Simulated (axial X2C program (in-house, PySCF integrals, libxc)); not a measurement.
# All-electron X2C curves of TaN

What are the state, bond length, wavenumber and bond energy of TaN, and what does spin–orbit coupling change?

Program: an in-house X2C program for linear molecules on PySCF integrals. Level of theory: all-electron X2C, Ta dyall-cv3z, N dyall-av3z. These are calculated values, not measurements.

## (1) The job

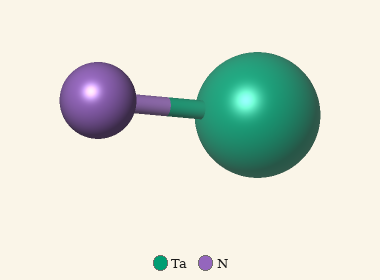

The two atoms at 1.860 Å (tantalum teal, nitrogen purple).

task.json reads:

```json
{"zs": [73, 7], "q": 0, "bas": ["dyall-cv3z", "dyall-av3z"], "levels": ["PBE0", "HF", "B3LYP"], "cc": true, "r0": 1.86, "thr": -1.0, "nmax": 90, "npts": 10, "nst": 2, "ntry": 6}
```

Keys: zs atomic numbers; q charge; bas basis sets; levels methods (HF also brings MP2); cc coupled cluster on or off; r0 starting distance in Å; thr threshold in hartree for freezing inner shells (an s shell follows its p shell); nmax most natural virtual spinors; npts points asked for on the curve; nst determinants followed; ntry starts of the search.

Run with:

```
> python so2c.py task.json out
```

Spin-free means the one-electron spin-free X2C Hamiltonian; two-component (2c) means X2C with spin–orbit coupling and atomic mean-field two-electron Coulomb and Gaunt terms. Basis: Ta dyall-cv3z contracted to [13s14p9d7f4g], N dyall-av3z contracted to [7s7p3d2f]; Gaussian nuclei, density fitting. Masses: Ta 180.948 u, N 14.003 u.

Notation: σ, π±, δ± give the projection m of an orbital's angular momentum (0, ±1, ±2), α and β its spin, Λ and M_S the sums; ω is the projection of a spinor's total angular momentum and Ω the sum. Logs are in hartree.

The results follow Hamiltonian by Hamiltonian and level by level.

## (2) Which state to follow

PBE0 moves the distance from 1.860 Å to 1.674 Å and compares determinants there.

Spin-free determinants:

```csv
ΔE (eV),state,open shells
0.00,"M_S = 0, Λ = 0",closed shell
0.25,"M_S = 1, Λ = 2","beyond closed shells: σα, δ+α"
0.92,"M_S = 0, Λ = 2","beyond closed shells: σα, δ+β"
2.20,"M_S = 1, Λ = 1","beyond closed shells: σα, π+α"
2.69,"M_S = 2, Λ = 1","beyond closed shells: σα, π+α, π+β, π-α, δ+α, δ-α"
2.82,"M_S = 0, Λ = 1","beyond closed shells: σα, π+β"
2.87,"M_S = 1, Λ = 1","beyond closed shells: σα, π+α, π+β, π-β, δ+α, δ-α"
```

Two-component determinants:

```
ΔE (eV)  state                              open shells
   0.00  Ω = 0                             closed shell
   0.04  Ω = 1  excess of +ω over −ω: ω = -1/2, ω = 3/2
   0.44  Ω = 3   excess of +ω over −ω: ω = 1/2, ω = 5/2
   0.69  Ω = 2   excess of +ω over −ω: ω = 1/2, ω = 3/2
   1.12  Ω = 2  excess of +ω over −ω: ω = -1/2, ω = 5/2
   2.35  Ω = 0                             closed shell
   2.43  Ω = 3        excess of +ω over −ω: 2 × ω = 3/2
```

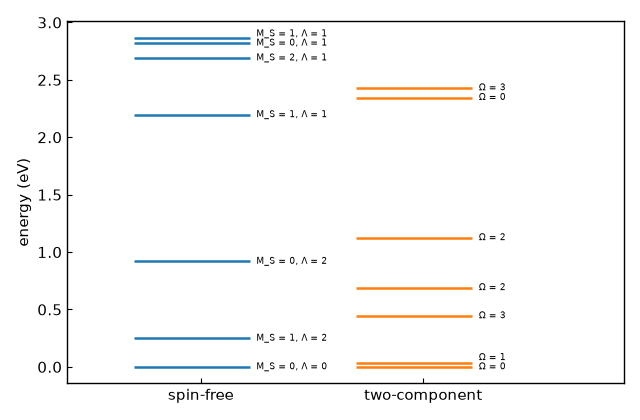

The determinants found, each set from its own lowest.

## (3) PBE0, spin-free

State followed: M_S = 0, Λ = 0 (closed shell). The scan is laid around 1.663 Å, a first estimate of the minimum, and this SCF restarts from the orbitals of the search.

Output at 1.663 Å:

```text
spin-free X2C-1e  PBE0
basis functions 242  fitting functions 1195  grid points 5075
iter        total energy     max residual
   1     -15654.851439133     4.80e+01
   2     -15659.947758881     5.17e-02
   3     -15659.598105148     1.77e-01
   4     -15659.959922893     3.83e-02
   5     -15659.986240656     3.38e-03
   6     -15659.986530469     2.48e-03
   7     -15659.986621663     4.37e-04
   8     -15659.986623664     2.07e-04
   9     -15659.986624281     1.84e-05
  10     -15659.986624291     7.01e-06
  11     -15659.986624291     7.38e-07
converged
one-electron -21812.08664011  Coulomb 6316.84122234  exact exchange -80.49493843  xc functional -246.84972857  nuclear repulsion 162.60346048
```

Along the bond, energies from the lowest point:

```csv
R (Å),E (eV),μ (D),HOMO (eV),LUMO (eV),iterations
1.447,2.0934,-1.92,-5.84,-3.08,13
1.513,0.8889,-2.49,-6.01,-3.17,13
1.563,0.3579,-2.88,-6.13,-3.24,13
1.613,0.0783,-3.22,-6.23,-3.31,13
1.663,0.0000,-3.52,-6.32,-3.38,11
1.721,0.1077,-3.84,-6.41,-3.46,14
1.779,0.3784,-4.11,-6.48,-3.53,14
1.854,0.8968,-4.41,-6.55,-3.62,14
1.946,1.6979,-4.71,-6.60,-3.72,15
2.079,3.0183,-5.04,-6.64,-3.84,15
```

Dipoles are positive if N is the positive end.

Outer orbitals at the reference distance:

```
symmetry  occupied  ε (eV)             atomic character
     φ-α       yes  -30.33                    100% Ta f
     φ+α       yes  -30.33                    100% Ta f
     δ+α       yes  -29.97                    100% Ta f
     δ-α       yes  -29.97                    100% Ta f
      σα       yes  -29.77                     99% Ta f
     π+α       yes  -29.77                    100% Ta f
     π-α       yes  -29.77                    100% Ta f
      σα       yes  -19.27   60% N s, 18% Ta d, 9% Ta p
     π+α       yes   -8.67   53% N p, 40% Ta d, 2% Ta f
     π-α       yes   -8.67   53% N p, 40% Ta d, 2% Ta f
      σα       yes   -8.19    54% N p, 30% Ta d, 7% N s
      σα       yes   -6.32  56% Ta s, 16% N p, 12% Ta d
     δ+α        no   -3.38             95% Ta d, 3% N d
     δ-α        no   -3.38             95% Ta d, 3% N d
     π-α        no   -1.86  58% Ta p, 25% Ta d, 14% N p
     π+α        no   -1.86  58% Ta p, 25% Ta d, 14% N p
```

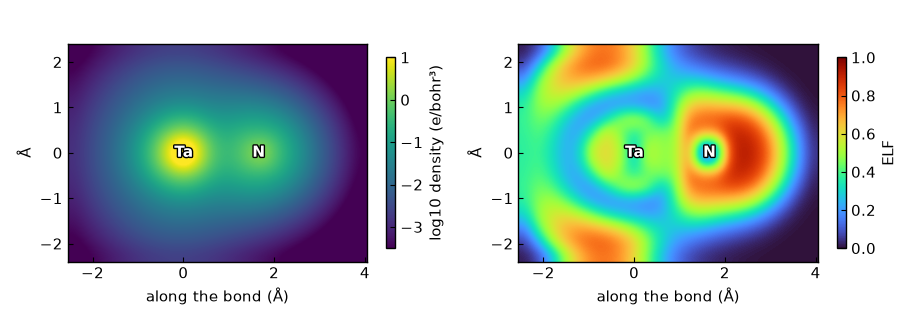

PBE0 fields in a plane through the axis, from a grid of 0.3 Å; Ta lies at z = 0 and N at z = 1.663 Å; the ELF is damped to zero where the density is low.

Re = 1.661 Å, ωe = 1162 cm⁻¹, ωexe = 3.28 cm⁻¹, Be = 0.4704 cm⁻¹, De = 6.45 eV, μ = -3.51 D.

## (4) HF, spin-free

The SCF at the reference distance of 1.663 Å:

```text
spin-free X2C-1e  HF
basis functions 242  fitting functions 1195  grid points 5075
iter        total energy     max residual
   1     -15654.621711002     6.79e-01
   2     -15654.668126879     2.33e-02
   3     -15654.668443724     2.48e-02
   4     -15654.671995634     1.65e-03
   5     -15654.672095109     1.46e-03
   6     -15654.672135295     5.95e-04
   7     -15654.672156721     4.04e-04
   8     -15654.672161765     1.14e-04
   9     -15654.672163503     7.07e-05
  10     -15654.672163826     2.20e-05
  11     -15654.672163874     9.06e-06
  12     -15654.672163878     2.71e-06
  13     -15654.672163879     3.73e-07
converged
one-electron -21812.40963035  Coulomb 6317.32186511  exact exchange -322.18785911  xc functional 0.00000000  nuclear repulsion 162.60346048
```

Re = 1.636 Å, ωe = 1240 cm⁻¹, ωexe = 2.78 cm⁻¹, Be = 0.4848 cm⁻¹, De = 1.28 eV, μ = -3.86 D.

## (5) B3LYP, spin-free

Output at 1.663 Å:

```text
spin-free X2C-1e  B3LYP
basis functions 242  fitting functions 1195  grid points 5075
iter        total energy     max residual
   1     -15660.592681510     1.55e-01
   2     -15660.593657837     6.04e-03
   3     -15660.588329616     2.15e-02
   4     -15660.593657740     6.14e-03
   5     -15660.594131057     1.41e-03
   6     -15660.594149360     2.03e-04
   7     -15660.594149823     5.60e-05
   8     -15660.594149871     3.48e-06
   9     -15660.594149872     1.12e-06
converged
one-electron -21811.64371322  Coulomb 6316.38658471  exact exchange -64.39077959  xc functional -263.54970226  nuclear repulsion 162.60346048
```

Re = 1.673 Å, ωe = 1133 cm⁻¹, ωexe = 3.34 cm⁻¹, Be = 0.4633 cm⁻¹, De = 6.61 eV, μ = -3.57 D.

## (6) Correlated methods, spin-free

Correlated methods: 10 electrons correlated (frozen shells, counted by type: Ta 5 s, 4 p, 2 d, 1 f; N 1 s), 316 virtual spinors in MP2, 90 natural virtuals in coupled cluster.

Output of the correlated part at 1.663 Å:

```text
correlated 10  virtual 316  natural virtual 90  E(MP2) -0.393929060  MP2 remainder -0.018805935
iter   CCSD correlation   residual
   1     -0.313738710   3.22e-01
   2     -0.341791966   1.89e-01
   3     -0.346404244   4.84e-02
   4     -0.347092740   2.40e-02
   5     -0.347578939   8.87e-03
   6     -0.347503492   3.64e-03
   7     -0.347491820   1.58e-03
   8     -0.347522335   5.51e-04
   9     -0.347521817   1.85e-04
  10     -0.347518960   6.80e-05
  11     -0.347519743   2.66e-05
  12     -0.347518849   1.07e-05
  13     -0.347519110   4.08e-06
  14     -0.347518972   1.95e-06
  15     -0.347518961   9.23e-07
(T) -0.026068528  T1 0.0450  D1 0.0725  max T2 0.120
```

T1 in the output is the amplitude norm over the root of the electron number; divide by √2 for the Lee–Taylor value.

MP2: Re = 1.719 Å, ωe = 996 cm⁻¹, Be = 0.4389 cm⁻¹, De = 7.44 eV.

CCSD: Re = 1.679 Å, ωe = 1123 cm⁻¹, ωexe = 3.41 cm⁻¹, Be = 0.46 cm⁻¹, De = 5.83 eV. T1 at Re = 0.033 (Lee–Taylor, the printed value over √2).

CCSD(T): Re = 1.697 Å, ωe = 1069 cm⁻¹, ωexe = 3.6 cm⁻¹, Be = 0.4503 cm⁻¹, De = 6.38 eV. T1 at Re = 0.034 (Lee–Taylor, the printed value over √2).

## (7) A higher determinant, spin-free

State: M_S = 1, Λ = 2 (beyond closed shells: σα, δ+α).

Output at the reference distance:

```text
spin-free X2C-1e  PBE0
basis functions 242  fitting functions 1195  grid points 5075
iter        total energy     max residual
   1     -15655.052431810     4.82e+01
   2     -15659.937481761     5.34e-02
   3     -15659.574318395     1.86e-01
   4     -15659.951993468     3.75e-02
   5     -15659.976860475     3.16e-03
   6     -15659.977080837     2.42e-03
   7     -15659.977185655     4.14e-04
   8     -15659.977189951     2.87e-04
   9     -15659.977191418     6.53e-05
  10     -15659.977191679     2.74e-05
  11     -15659.977191733     1.45e-05
  12     -15659.977191747     5.15e-06
  13     -15659.977191749     2.37e-06
  14     -15659.977191749     8.49e-07
converged
one-electron -21817.31875634  Coulomb 6322.22087702  exact exchange -80.53515215  xc functional -246.94762076  nuclear repulsion 162.60346048
```

```csv
R (Å),E above the lowest PBE0 point (eV)
1.447,2.390
1.513,1.202
1.563,0.664
1.613,0.365
1.663,0.257
1.721,0.317
1.779,0.530
1.854,0.954
1.946,1.589
```

Re = 1.672 Å, ωe = 1096 cm⁻¹, Be = 0.4637 cm⁻¹, μ = -4.88 D. Te = 0.25 eV.

## (8) The spin-free curves together

Energy (eV) of the followed determinant, spin-free, from each level's lowest point:

```csv
R (Å),PBE0,HF,MP2,CCSD,CCSD(T),B3LYP
1.447,2.093,1.731,2.880,n/a,n/a,2.278
1.513,0.889,0.643,1.457,1.078,1.239,1.014
1.563,0.358,0.196,0.764,0.481,0.596,0.440
1.613,0.078,0.000,0.323,0.138,0.206,0.118
1.663,0.000,0.007,0.083,0.000,0.018,0.000
1.721,0.108,0.218,0.000,0.042,0.000,0.062
1.779,0.378,0.597,0.077,0.251,0.147,0.289
1.854,0.897,1.261,0.340,0.694,0.508,0.754
1.946,1.698,2.253,0.818,n/a,n/a,1.493
2.079,3.018,3.861,1.681,n/a,n/a,2.728
```

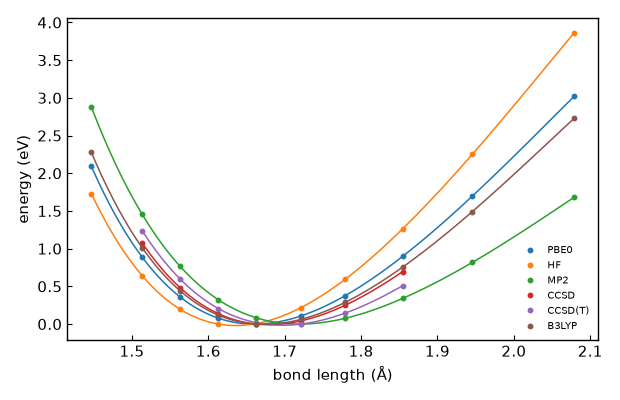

Curves of the followed state, spin-free, each from its own lowest point.

## (9) PBE0, 2c

State followed: Ω = 0 (closed shell). The scan is laid around 1.663 Å, a first estimate of the minimum, and this SCF restarts from the orbitals of the search.

The SCF at the reference distance of 1.663 Å:

```text
two-component X2C + atomic mean field  PBE0
basis functions 242  fitting functions 1195  grid points 5075
iter        total energy     max residual
   1     -15652.647529791     4.85e+01
   2     -15658.201163766     5.18e-02
   3     -15657.849507033     1.78e-01
   4     -15658.213343691     3.79e-02
   5     -15658.239204732     3.39e-03
   6     -15658.239491727     2.49e-03
   7     -15658.239584128     4.35e-04
   8     -15658.239586154     2.08e-04
   9     -15658.239586797     2.03e-05
  10     -15658.239586814     8.15e-06
  11     -15658.239586815     9.70e-07
converged
one-electron -21794.31936029  Coulomb 6314.08912092  exact exchange -80.46518999  xc functional -246.79784700  nuclear repulsion 162.60346048  atomic mean-field constant -13.34977095
```

Along the bond, energies from the lowest point:

```csv
R (Å),E (eV),μ (D),HOMO (eV),LUMO (eV),iterations
1.447,2.0695,-1.90,-5.84,-3.29,14
1.513,0.8749,-2.47,-6.01,-3.38,14
1.563,0.3498,-2.85,-6.12,-3.45,14
1.613,0.0748,-3.20,-6.22,-3.52,14
1.663,0.0000,-3.50,-6.31,-3.59,11
1.721,0.1102,-3.81,-6.40,-3.67,14
1.779,0.3817,-4.09,-6.47,-3.75,15
1.854,0.8987,-4.38,-6.53,-3.84,15
1.946,1.6939,-4.67,-6.58,-3.94,15
2.079,2.9961,-4.97,-6.58,-4.05,17
```

Dipoles are positive if N is the positive end.

Outer spinors at the reference distance:

| ω | occupied | ε (eV) | atomic character | λ mixture |
| --- | --- | --- | --- | --- |
| 5/2 | yes | -31.43 | 100% Ta f | 90% φ, 10% δ |
| 3/2 | yes | -31.07 | 100% Ta f | 76% δ, 24% π |
| 1/2 | yes | -30.92 | 100% Ta f | 57% π, 43% σ |
| 7/2 | yes | -29.59 | 100% Ta f | 100% φ |
| 5/2 | yes | -29.28 | 100% Ta f | 90% δ, 10% φ |
| 3/2 | yes | -29.08 | 100% Ta f | 76% π, 24% δ |
| 1/2 | yes | -29.04 | 100% Ta f | 57% σ, 43% π |
| 1/2 | yes | -19.26 | 60% N s, 18% Ta d, 9% Ta p | 100% σ |
| 1/2 | yes | -8.78 | 52% N p, 40% Ta d, 2% Ta f | 95% π, 5% σ |
| 3/2 | yes | -8.63 | 53% N p, 40% Ta d, 2% Ta f | 100% π |
| 1/2 | yes | -8.18 | 55% N p, 30% Ta d, 6% N s | 95% σ, 5% π |
| 1/2 | yes | -6.31 | 56% Ta s, 16% N p, 12% Ta d | 100% σ |
| 3/2 | no | -3.59 | 94% Ta d, 3% N d | 99% δ, 1% π |
| 5/2 | no | -3.17 | 94% Ta d, 3% N d | 100% δ |
| 1/2 | no | -2.08 | 57% Ta p, 26% Ta d, 14% N p | 95% π, 5% σ |
| 3/2 | no | -1.70 | 58% Ta p, 25% Ta d, 14% N p | 100% π |

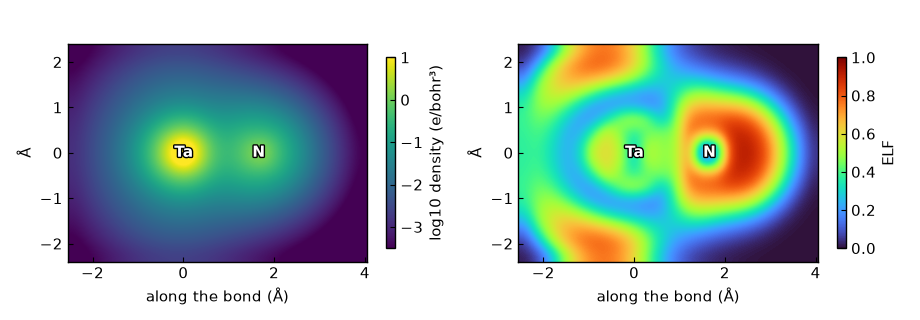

PBE0 fields in a plane through the axis, from a grid of 0.3 Å; Ta lies at z = 0 and N at z = 1.663 Å; the ELF is damped to zero where the density is low.

Re = 1.660 Å, ωe = 1161 cm⁻¹, ωexe = 3.34 cm⁻¹, Be = 0.4709 cm⁻¹, De = 6.19 eV, μ = -3.48 D.

## (10) HF, 2c

Output at 1.663 Å:

```text
two-component X2C + atomic mean field  HF
basis functions 242  fitting functions 1195  grid points 5075
iter        total energy     max residual
   1     -15652.837309784     6.75e-01
   2     -15652.883877113     2.35e-02
   3     -15652.884226589     2.48e-02
   4     -15652.887780713     1.76e-03
   5     -15652.887890590     1.48e-03
   6     -15652.887935499     6.35e-04
   7     -15652.887962392     4.05e-04
   8     -15652.887969968     1.21e-04
   9     -15652.887973135     6.82e-05
  10     -15652.887973848     2.27e-05
  11     -15652.887973976     1.10e-05
  12     -15652.887973996     6.31e-06
  13     -15652.887974003     2.89e-06
  14     -15652.887974004     1.92e-06
converged
one-electron -21794.61422429  Coulomb 6314.54087249  exact exchange -322.06831174  xc functional 0.00000000  nuclear repulsion 162.60346048  atomic mean-field constant -13.34977095
```

Re = 1.634 Å, ωe = 1241 cm⁻¹, ωexe = 3.03 cm⁻¹, Be = 0.4855 cm⁻¹, De = 1.03 eV, μ = -3.84 D.

## (11) B3LYP, 2c

Output at 1.663 Å:

```text
two-component X2C + atomic mean field  B3LYP
basis functions 242  fitting functions 1195  grid points 5075
iter        total energy     max residual
   1     -15658.852096968     1.55e-01
   2     -15658.853074423     6.01e-03
   3     -15658.847741518     2.15e-02
   4     -15658.853064917     6.23e-03
   5     -15658.853546679     1.42e-03
   6     -15658.853565254     2.04e-04
   7     -15658.853565719     5.90e-05
   8     -15658.853565772     4.21e-06
   9     -15658.853565773     1.24e-06
converged
one-electron -21793.87426512  Coulomb 6313.63234950  exact exchange -64.36697794  xc functional -263.49836175  nuclear repulsion 162.60346048  atomic mean-field constant -13.34977095
```

Re = 1.672 Å, ωe = 1130 cm⁻¹, ωexe = 3.42 cm⁻¹, Be = 0.4638 cm⁻¹, De = 6.32 eV, μ = -3.54 D.

## (12) Correlated methods, 2c

Correlated methods: 10 electrons correlated (frozen shells, counted by type: Ta 5 s, 4 p, 2 d, 1 f; N 1 s), 316 virtual spinors in MP2, 90 natural virtuals in coupled cluster.

Output of the correlated part at 1.663 Å:

```text
correlated 10  virtual 316  natural virtual 90  E(MP2) -0.393191635  MP2 remainder -0.018803346
iter   CCSD correlation   residual
   1     -0.313469642   3.20e-01
   2     -0.341360002   1.88e-01
   3     -0.346008085   4.87e-02
   4     -0.346698412   2.41e-02
   5     -0.347176876   8.84e-03
   6     -0.347104508   3.64e-03
   7     -0.347091052   1.64e-03
   8     -0.347122285   6.39e-04
   9     -0.347124182   2.55e-04
  10     -0.347119691   1.20e-04
  11     -0.347121897   6.48e-05
  12     -0.347120314   3.48e-05
  13     -0.347121047   1.73e-05
  14     -0.347120711   9.56e-06
  15     -0.347120689   4.99e-06
  16     -0.347120692   2.35e-06
(T) -0.026014054  T1 0.0454  D1 0.0736  max T2 0.131
```

MP2: No constants are quoted: the points don't follow one smooth fit.

CCSD: Re = 1.678 Å, ωe = 1123 cm⁻¹, ωexe = 3.55 cm⁻¹, Be = 0.4607 cm⁻¹, De = 5.53 eV. T1 at Re = 0.033 (Lee–Taylor, the printed value over √2).

CCSD(T): Re = 1.696 Å, ωe = 1068 cm⁻¹, ωexe = 3.55 cm⁻¹, Be = 0.451 cm⁻¹, De = 6.07 eV. T1 at Re = 0.034 (Lee–Taylor, the printed value over √2).

## (13) A higher determinant, 2c

State: Ω = 1 (excess of +ω over −ω: ω = -1/2, ω = 3/2).

Output at the reference distance:

```text
two-component X2C + atomic mean field  PBE0
basis functions 242  fitting functions 1195  grid points 5075
iter        total energy     max residual
   1     -15652.891307334     4.87e+01
   2     -15658.198671369     5.35e-02
   3     -15657.833803377     1.87e-01
   4     -15658.213600198     3.68e-02
   5     -15658.237668068     3.12e-03
   6     -15658.237878306     2.43e-03
   7     -15658.237984409     4.31e-04
   8     -15658.237988808     2.93e-04
   9     -15658.237990344     6.79e-05
  10     -15658.237990639     2.85e-05
  11     -15658.237990701     1.55e-05
  12     -15658.237990716     5.54e-06
  13     -15658.237990719     2.48e-06
  14     -15658.237990719     8.71e-07
converged
one-electron -21799.75390908  Coulomb 6319.66710814  exact exchange -80.50598287  xc functional -246.89889644  nuclear repulsion 162.60346048  atomic mean-field constant -13.34977095
```

```csv
R (Å),E above the lowest PBE0 point (eV)
1.447,2.159
1.513,0.978
1.563,0.445
1.613,0.150
1.663,0.043
1.721,0.105
1.779,0.318
1.854,0.739
1.946,1.369
```

Re = 1.672 Å, ωe = 1094 cm⁻¹, Be = 0.464 cm⁻¹, μ = -4.88 D. Te = 0.04 eV.

## (14) The 2c curves together

Energy (eV) of the followed determinant, 2c, from each level's lowest point:

```csv
R (Å),PBE0,HF,MP2,CCSD,CCSD(T),B3LYP
1.447,2.070,1.710,2.842,n/a,n/a,2.254
1.513,0.875,0.631,1.432,1.062,1.219,1.000
1.563,0.350,0.190,0.746,0.471,0.582,0.432
1.613,0.075,0.000,0.312,0.134,0.198,0.115
1.663,0.000,0.011,0.077,0.000,0.014,0.000
1.721,0.110,0.226,0.000,0.046,0.000,0.065
1.779,0.382,0.606,0.082,0.257,0.149,0.292
1.854,0.899,1.270,0.370,0.700,0.513,0.755
1.946,1.694,2.257,0.875,n/a,n/a,1.487
2.079,2.996,3.800,2.031,n/a,n/a,2.702
```

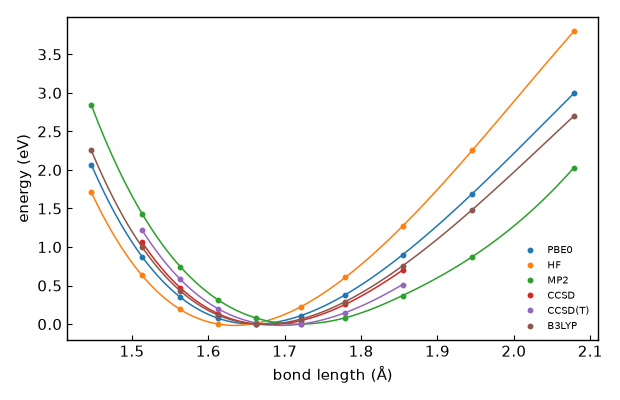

Curves of the followed state, 2c, each from its own lowest point.

Time for the job: 3.9 min (1 thread of Arm Neoverse V1, shared host).

## (15) Constants

Lowest determinant that the search found at its distance, spin-free: M_S = 0, Λ = 0 (closed shell).

Lowest determinant that the search found at its distance, 2c: Ω = 0 (closed shell).

| Hamiltonian | level | Re (Å) | ωe (cm⁻¹) | De (eV) | μ (D) |
| --- | --- | --- | --- | --- | --- |
| spin-free | PBE0 | 1.661 | 1162 | 6.45 | -3.51 |
| spin-free | HF | 1.636 | 1240 | 1.28 | -3.86 |
| spin-free | MP2 | 1.719 | 996 | 7.44 | n/a |
| spin-free | CCSD | 1.679 | 1123 | 5.83 | n/a |
| spin-free | CCSD(T) | 1.697 | 1069 | 6.38 | n/a |
| spin-free | B3LYP | 1.673 | 1133 | 6.61 | -3.57 |
| 2c | PBE0 | 1.660 | 1161 | 6.19 | -3.48 |
| 2c | HF | 1.634 | 1241 | 1.03 | -3.84 |
| 2c | CCSD | 1.678 | 1123 | 5.53 | n/a |
| 2c | CCSD(T) | 1.696 | 1068 | 6.07 | n/a |
| 2c | B3LYP | 1.672 | 1130 | 6.32 | -3.54 |

Dipoles are positive if N is the positive end. No constants: 2c MP2 (the points don't follow one smooth fit).

Time per point (s) on 1 thread of Arm Neoverse V1, shared host (2c runs; CCSD comes with the CCSD(T) run); the times are rough: PBE0 0.91, HF 0.8, CCSD(T) 5.1, B3LYP 0.91.

In words: At CCSD(T), going from spin-free to two-component changes Re by -1 mÅ, ωe by -0.1 %, which is small (part of it comes from the scalar share of the two-electron terms). De moves by -0.30 eV; both De rest on single-determinant atoms, which can miss part of an open shell's spin–orbit lowering.

De refers to Ta + N, each in the lowest determinant found, which need not be this curve's own limit. Each curve is one determinant whose occupation by symmetry is held fixed; it was picked as the lowest of a PBE0 search that is not exhaustive. Closed shells are restricted here (equal orbitals for both partners), which fails at long range if the bond breaks into open shells. De is counted from the lowest determinant-based energies of the atoms at the same level, without counterpoise correction. CCSD and (T) use frozen natural virtuals with an MP2 correction for the truncation. With the outer-core shells frozen, correlated bond lengths of heavy atoms tend to come out a few hundredths of an ångström too long. T1 at Re is 0.034 (Lee–Taylor), above the customary mark of 0.02.
